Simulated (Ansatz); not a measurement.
**doublet [C2H8N2]+ at 6 levels**

Aim: a comparison of 6 runs (UHF/STO-3G, UHF/cc-pVDZ, UB3LYP/6-31G*, U-wB97X/cc-pVDZ, UPBE0/cc-pVDZ, UMP2/cc-pVDZ) of doublet [C2H8N2]+. 

Program for the calculation: Ansatz 0.2.0.

39 further runs of the same task are left out: 39 set aside as unsound or not needed.

### 1 The molecule

The species is [C2H8N2]+ (12 atoms), meant as a doublet with charge +1. SMILES of the parent species: `CNNC`. Geometry: relaxed at PBE0-D4/def2-TZVP. This is one conformer, not always the lowest. That shape belongs to the parent species and isn't relaxed for this state.

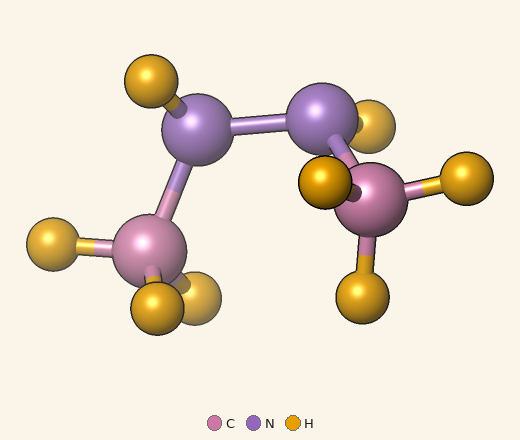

The structure, seen from a chosen angle (carbon pink, nitrogen purple, hydrogen amber).

### 2 The energy at UHF/STO-3G (run 1)

File in.yaml:

```yaml
crystal:
  periodic: [false, false, false]
  atoms:
    - symbol: C
      position_ang: [-1.080800, 0.964670, -0.249390]
    - symbol: "N"
      position_ang: [-0.854860, -0.036820, 0.772500]
    - symbol: "N"
      position_ang: [0.460130, -0.508810, 0.926440]
    - symbol: C
      position_ang: [1.204520, -0.793650, -0.283120]
    - symbol: H
      position_ang: [-0.832040, 0.656880, -1.275390]
    - symbol: H
      position_ang: [-2.137250, 1.240970, -0.226540]
    - symbol: H
      position_ang: [-0.500310, 1.861790, -0.015120]
    - symbol: H
      position_ang: [-1.456830, -0.837870, 0.635930]
    - symbol: H
      position_ang: [0.957460, 0.147610, 1.513360]
    - symbol: H
      position_ang: [1.351280, 0.060870, -0.959530]
    - symbol: H
      position_ang: [0.699840, -1.586040, -0.843560]
    - symbol: H
      position_ang: [2.188870, -1.169600, 0.004410]
basis:
  gaussian: {orbitals: STO-3G}
total_charge: 1
magnetization: {spin_polarized: true, initial_magnetization: 1}
hamiltonian: {xc: hf}
accuracy: high
output: {orbitals: {seedname: orbitals}}
```

The run is started by

```
$ ansatz run in.yaml --threads 1 --pin off --max-ram 3480MiB --events-out events.jsonl --progress --plain --runs-dir runs
```

Standard output:

```text
Warning: RAYON_NUM_THREADS=1 ignored (pool sized by the plan → 1); use --threads N
Functional definition: HF
  name "HF"
  exchange = exact_x
  correlation = 0
592 factors; integrals over basis functions are off by at most 2.8e-9 eV
mean field evaluation 1: about -5077.9508 eV, gradient 8.1e0 eV
mean field evaluation 2: about -5078.2311 eV, gradient 8.0e0 eV
mean field evaluation 4: about -5078.9648 eV, gradient 8.5e-1 eV
mean field evaluation 8: about -5078.9813 eV, gradient 1.9e-1 eV
mean field evaluation 16: about -5079.6252 eV, gradient 3.3e-2 eV
mean field evaluation 32: about -5079.6253 eV, gradient 1.3e-8 eV
mean field -5079.62526351 eV, -186.6727853402 hartree, gradient 2.7e-8 eV, S^2 0.761482; 2 other end points of the search recorded, 0 dependent functions left out
reference -5079.62526351 eV, -186.6727853402 hartree; 17, 16 occupied and 11, 12 virtual orbitals, 592 factors
Total energy: -5079.62526351 eV, -186.6727853402 hartree
```

Wall time 0.5 s (1 thread of Arm Neoverse V2, shared host).

### 3 A single-point energy at UHF/cc-pVDZ (run 2)

File run.yaml:

```yaml
crystal:
  periodic: [false, false, false]
  atoms:
    - {symbol: C, position_ang: [-1.080800, 0.964670, -0.249390]}
    - {symbol: N, position_ang: [-0.854860, -0.036820, 0.772500]}
    - {symbol: "N", position_ang: [0.460130, -0.508810, 0.926440]}
    - {symbol: C, position_ang: [1.204520, -0.793650, -0.283120]}
    - {symbol: H, position_ang: [-0.832040, 0.656880, -1.275390]}
    - {symbol: H, position_ang: [-2.137250, 1.240970, -0.226540]}
    - {symbol: H, position_ang: [-0.500310, 1.861790, -0.015120]}
    - {symbol: H, position_ang: [-1.456830, -0.837870, 0.635930]}
    - {symbol: H, position_ang: [0.957460, 0.147610, 1.513360]}
    - {symbol: H, position_ang: [1.351280, 0.060870, -0.959530]}
    - {symbol: H, position_ang: [0.699840, -1.586040, -0.843560]}
    - {symbol: H, position_ang: [2.188870, -1.169600, 0.004410]}
basis:
  gaussian: {orbitals: cc-pVDZ}
hamiltonian: {xc: hf}
total_charge: 1
output: {orbitals: {seedname: orbitals}}
magnetization: {spin_polarized: true, initial_magnetization: 1}
accuracy: high
```

The run is started by

```
$ ansatz run run.yaml --threads 1 --pin off --max-ram 3480MiB --events-out events.jsonl --progress --plain --runs-dir runs
```

Standard output:

```text
Warning: RAYON_NUM_THREADS=1 ignored (pool sized by the plan → 1); use --threads N
[... 4 set-up lines as earlier in the session ...]
2423 factors; integrals over basis functions are off by at most 3.5e-9 eV
mean field evaluation 1: about -5137.2985 eV, gradient 2.4e1 eV
mean field evaluation 2: about -5137.5121 eV, gradient 2.4e1 eV
mean field evaluation 4: about -5140.8954 eV, gradient 2.8e0 eV
mean field evaluation 8: about -5141.0456 eV, gradient 4.5e-1 eV
mean field evaluation 16: about -5141.9624 eV, gradient 1.4e-1 eV
mean field evaluation 32: about -5141.9586 eV, gradient 4.6e-1 eV
mean field -5141.96567365 eV, -188.9637531571 hartree, gradient 2.3e-8 eV, S^2 0.763101; 2 other end points of the search recorded, 0 dependent functions left out
reference -5141.96567365 eV, -188.9637531571 hartree; 17, 16 occupied and 79, 80 virtual orbitals, 2423 factors
Total energy: -5141.96567365 eV, -188.9637531571 hartree
```

It took 6 s on 1 thread of Arm Neoverse V2, shared host; peak memory 0.34 GiB.

Runs 3 to 4 aren't shown in full; the table further down has their settings and results.

### 4 The energy at UPBE0/cc-pVDZ (run 5)

File molecule.yaml:

```yaml
crystal:
  periodic: [false, false, false]
  atoms:
    - symbol: C
      position_ang: [-1.080800, 0.964670, -0.249390]
    - symbol: "N"
      position_ang: [-0.854860, -0.036820, 0.772500]
    - symbol: "N"
      position_ang: [0.460130, -0.508810, 0.926440]
    - symbol: C
      position_ang: [1.204520, -0.793650, -0.283120]
    - symbol: H
      position_ang: [-0.832040, 0.656880, -1.275390]
    - symbol: H
      position_ang: [-2.137250, 1.240970, -0.226540]
    - symbol: H
      position_ang: [-0.500310, 1.861790, -0.015120]
    - symbol: H
      position_ang: [-1.456830, -0.837870, 0.635930]
    - symbol: H
      position_ang: [0.957460, 0.147610, 1.513360]
    - symbol: H
      position_ang: [1.351280, 0.060870, -0.959530]
    - symbol: H
      position_ang: [0.699840, -1.586040, -0.843560]
    - symbol: H
      position_ang: [2.188870, -1.169600, 0.004410]
basis:
  gaussian: {orbitals: cc-pVDZ}
magnetization: {spin_polarized: true, initial_magnetization: 1}
hamiltonian: {xc: pbe0}
accuracy: high
total_charge: 1
output: {orbitals: {seedname: orbitals}}
```

The run is started by

```
$ ansatz run molecule.yaml --threads 1 --pin off --max-ram 3480MiB --events-out events.jsonl --progress --plain --runs-dir runs
```

Standard output:

```text
Warning: RAYON_NUM_THREADS=1 ignored (pool sized by the plan → 1); use --threads N
Functional definition: PBE0
  name "PBE0"
  parameter a = 0.25
  parameter kappa = 0.804
  parameter beta = 0.06672455060314922
  exchange = (1 - a)*pbe_x(kappa = kappa, mu = beta*pi^2/3) + a*exact_x
  correlation = pbe_c(beta = beta)
2423 factors; integrals over basis functions are off by at most 3.5e-9 eV
mean field evaluation 1: about -5159.5364 eV, gradient 4.3e1 eV
mean field evaluation 2: about -5159.5003 eV, gradient 4.3e1 eV
mean field evaluation 4: about -5168.0894 eV, gradient 2.0e0 eV
mean field evaluation 8: about -5168.4180 eV, gradient 4.1e-1 eV
mean field evaluation 16: about -5168.4187 eV, gradient 1.1e-3 eV
mean field evaluation 32: about -5168.6831 eV, gradient 2.9e-1 eV
mean field -5168.70392096 eV, -189.9463656219 hartree, gradient 1.3e-8 eV, S^2 0.753788; 4 other end points of the search recorded, 0 dependent functions left out
reference -5168.70392341 eV, -189.9463657118 hartree; 17, 16 occupied and 79, 80 virtual orbitals, 2423 factors
Total energy: -5168.70392341 eV, -189.9463657118 hartree
```

Run time: 40 s. Hardware: 1 thread of Arm Neoverse V2, shared host; peak memory 0.46 GiB.

### 5 A single-point energy at UMP2/cc-pVDZ (run 6)

File molecule.yaml:

```yaml
crystal:
  periodic: [false, false, false]
  atoms:
    - {symbol: C, position_ang: [-1.080800, 0.964670, -0.249390]}
    - {symbol: "N", position_ang: [-0.854860, -0.036820, 0.772500]}
    - {symbol: "N", position_ang: [0.460130, -0.508810, 0.926440]}
    - {symbol: C, position_ang: [1.204520, -0.793650, -0.283120]}
    - {symbol: H, position_ang: [-0.832040, 0.656880, -1.275390]}
    - {symbol: H, position_ang: [-2.137250, 1.240970, -0.226540]}
    - {symbol: H, position_ang: [-0.500310, 1.861790, -0.015120]}
    - {symbol: H, position_ang: [-1.456830, -0.837870, 0.635930]}
    - {symbol: H, position_ang: [0.957460, 0.147610, 1.513360]}
    - {symbol: H, position_ang: [1.351280, 0.060870, -0.959530]}
    - {symbol: H, position_ang: [0.699840, -1.586040, -0.843560]}
    - {symbol: H, position_ang: [2.188870, -1.169600, 0.004410]}
basis:
  gaussian:
    orbitals: cc-pVDZ
total_charge: 1
magnetization:
  spin_polarized: true
  initial_magnetization: 1
correlation:
  method: mp2
  frozen_orbitals: {C: 1, H: 0, "N": 1}
accuracy: high
```

The run is started by

```
$ ansatz run molecule.yaml --threads 1 --pin off --max-ram 3480MiB --events-out events.jsonl --progress --plain --runs-dir runs
```

Standard output, cut to the lines that bear on the results:

```text
Warning: RAYON_NUM_THREADS=1 ignored (pool sized by the plan → 1); use --threads N
[... 2 set-up lines as earlier in the session ...]
[...]
2423 factors; integrals over basis functions are off by at most 3.5e-9 eV
[...]
mean field -5141.96567365 eV, -188.9637531571 hartree, gradient 2.7e-8 eV, S^2 0.763101; 3 other end points of the search recorded, 0 dependent functions left out
4 core orbitals not correlated: weight in the atoms' cores, before any rotation towards them, 1.000 or more for the frozen orbitals, at most 0.000 for the correlated occupied ones
reference -5141.96567365 eV, -188.9637531571 hartree; 13, 12 occupied and 79, 80 virtual orbitals, 2423 factors
second order -16.09371593 eV of doubles, -0.00000000 eV of singles
Total energy: -5158.05938958 eV, -189.5551863087 hartree
```

Wall time 6.9 s (1 thread of Arm Neoverse V2, shared host); peak memory 0.34 GiB.

### 6 All runs side by side

```csv
run,level,Cartesian functions,frozen core orbitals,energy (Eh),HOMO energy (eV),LUMO energy (eV),⟨S²⟩,wall time
1,UHF/STO-3G,no,–,-186.672785,-15.86,-3.92,0.761,0.5 s
2,UHF/cc-pVDZ,no,–,-188.963753,-16.79,-5.41,0.763,6 s
3,UB3LYP/6-31G* (Cartesian functions),yes,–,-190.164181,-13.16,-11.17,0.753,31 s
4,U-wB97X/cc-pVDZ,no,–,-190.117276,-15.72,-8.74,0.754,95 s
5,UPBE0/cc-pVDZ,no,–,-189.946366,-13.29,-10.92,0.754,40 s
6,UMP2/cc-pVDZ,no,4,-189.555186,–,–,0.763,6.9 s
```

### 7 Outcome

```
                                          quantity          value
                               run 6: total energy  -189.55519 Eh
run 6: correlation energy (4 core orbitals frozen)     -591.4 mEh
          run 6: ⟨S²⟩ of the reference determinant          0.763
```

In words: Totals of different functionals can't be ranked against each other. In run 1 the basis is minimal, so the values are rough. All runs together took 3 min, the longest 95 s.
